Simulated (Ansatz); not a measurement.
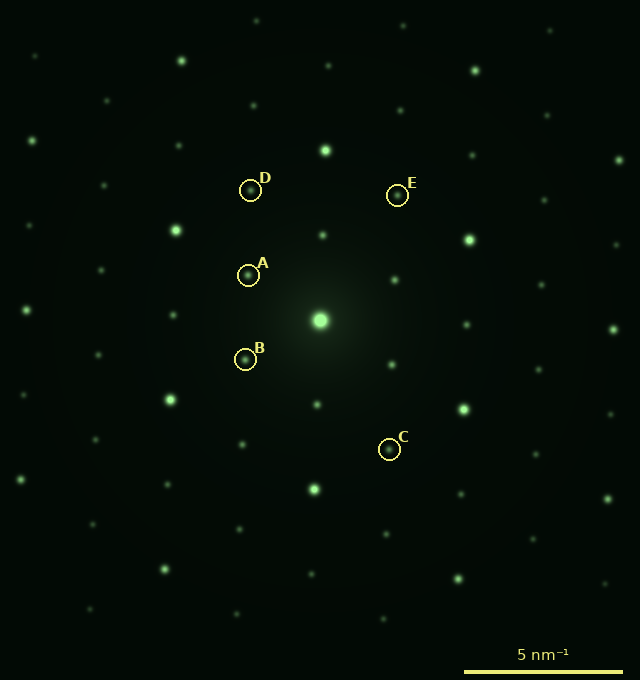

Simulated selected-area electron diffraction pattern (200 kV, kinematic approximation, thin crystal, B = 0.8 Å² for all atoms). The zone axis points towards the electron source and the pattern is seen from the source side.

SnGe3N, space group Pm-3m (No. 221), a = 5.26 Å. Structure: the end point of a relaxation with DFT PBE, scalar-relativistic, plane waves, PAW (Ansatz); the starting structure was generated, so it need not be a known form of this composition.

Spot A is indexed -1 0 1 and spot B 0 -1 1.

### What are the indices of the remaining marked spots?

C = −2A + B = 2 -1 -1 (d = 2.148 Å). D = 2A − B = -2 1 1 (d = 2.148 Å). E = A − 2B = -1 2 -1 (d = 2.148 Å).

### Which zone axis is this?

The cross product of A and B is parallel to [111]; every spot obeys hu + kv + lw = 0.

### What are the spacings of A and B and the angle between them?

d(A) = 3.721 Å, d(B) = 3.721 Å, and the angle is 60.0°.
